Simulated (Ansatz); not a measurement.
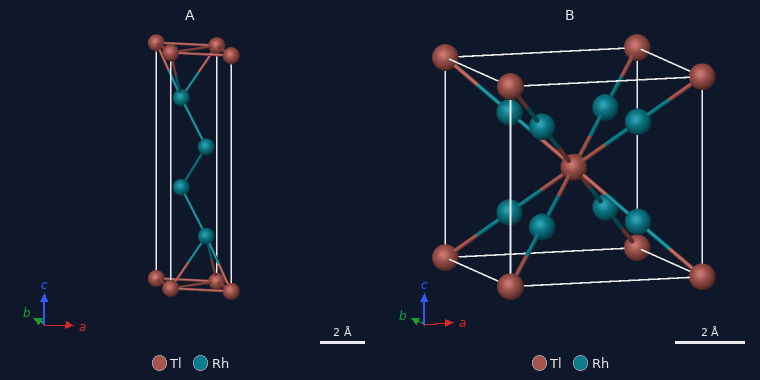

Two structures of TlRh$_{4}$, each relaxed to rest (conventional cells in solid outline, small ones repeated, not to one scale). Method: DFT PBE, scalar-relativistic, plane waves, PAW in Ansatz 0.2.0, with collinear spins.

**What are the two structures?**

A: 5 atoms a cell on a primitive hexagonal lattice, P-3m1. B: 10 atoms a cell on a body-centred cubic lattice, Im-3m.

**What is the energy order of the two?**

A is lower, by 1063 meV/atom at this level of theory (energies at zero smearing). Volumes: A 16.0, B 20.9 Å³/atom.

One or both may be structure types tried for this composition rather than known phases.
